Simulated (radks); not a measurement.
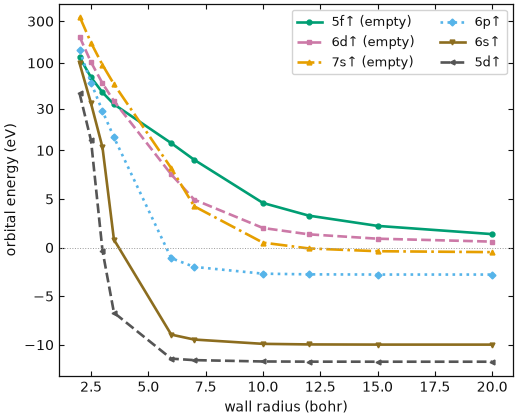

System: the neutral thallium atom, configuration [Xe] 4f14 5d10 6s2 6p1 (high spin). It is put inside a hard spherical wall of varying radius. Computed with the in-house radial solver radks: scalar-relativistic Kohn-Sham, LDA (Slater exchange, VWN5 correlation), spin-polarised, spherical densities, point nucleus. The plot shows the outer orbital energies (spin up), on a scale that is linear within ±10 eV and logarithmic beyond.

Describe the level shifts under confinement.

The levels rise as the wall closes in: 6p↑ goes from −2.78 eV at 20 bohr to 139.2 eV at 2 bohr and passes zero between 6 and 3.5 bohr. On compression 5f↑ drops below 6d↑ between 6 and 3.5 bohr, 5f↑ drops below 7s↑ between 6 and 3.5 bohr, 5f↑ drops below 6p↑ between 2.5 and 2 bohr and 6d↑ drops below 7s↑ between 7 and 6 bohr; in each crossing pair the level of higher l rises less. The fastest to rise is 7s↑ (by 340.0 eV), the slowest 5d↑ (by 60.6 eV): the wall presses hardest on the most extended orbitals.
